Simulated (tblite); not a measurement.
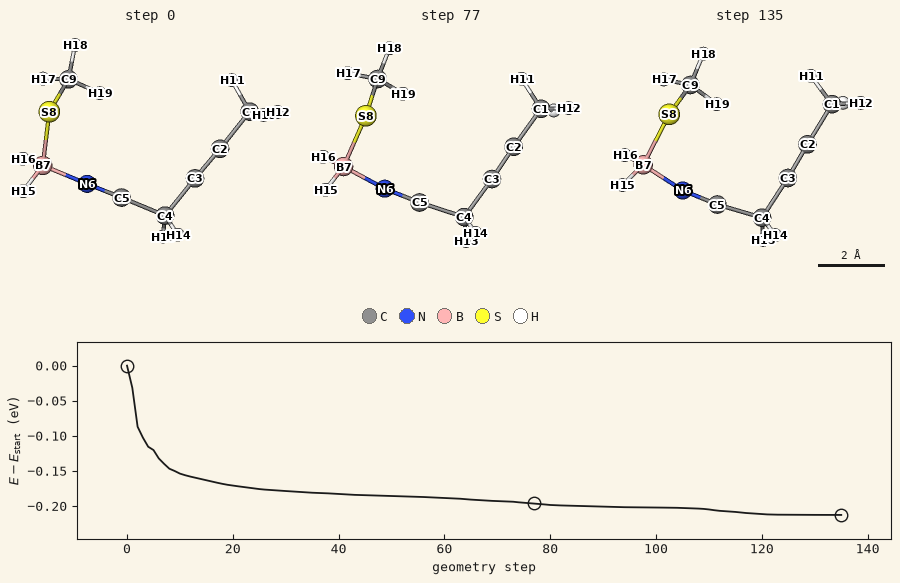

Frames of a relaxation of C₆H₁₀BNS, marked on the history of the run. The picture is a ball-and-stick view, seen at a tilt.

The calculation used GFN2-xTB geometry optimisation, gas phase (tblite). 

Q: What happens along the run?

A: The largest move after the best rigid fit is that of H18, 0.91 Å. Largest moves by element: H 0.91 Å, C 0.71 Å, S 0.63 Å, N 0.24 Å, B 0.04 Å. Near-neighbour distances that change, for instance: C1–H12 1.121 → 1.089 Å, C4–C5 1.464 → 1.437 Å, C1–C2 1.469 → 1.443 Å, C1–H10 1.108 → 1.089 Å. Bond angles that change, for instance: C5–N6–B7 179.1° → 169.2°, N6–B7–S8 109.7° → 101.1°, H15–B7–H16 109.8° → 116.4°. Over 135 geometry steps the energy falls by 0.213 eV. The run took 1.8 s on 1 thread of Arm Neoverse N1 (shared host). From step 0 to 77: S8 moves most (0.53 Å), energy −0.196 eV. From step 77 to 135: H17 moves most (0.57 Å), energy −0.016 eV.
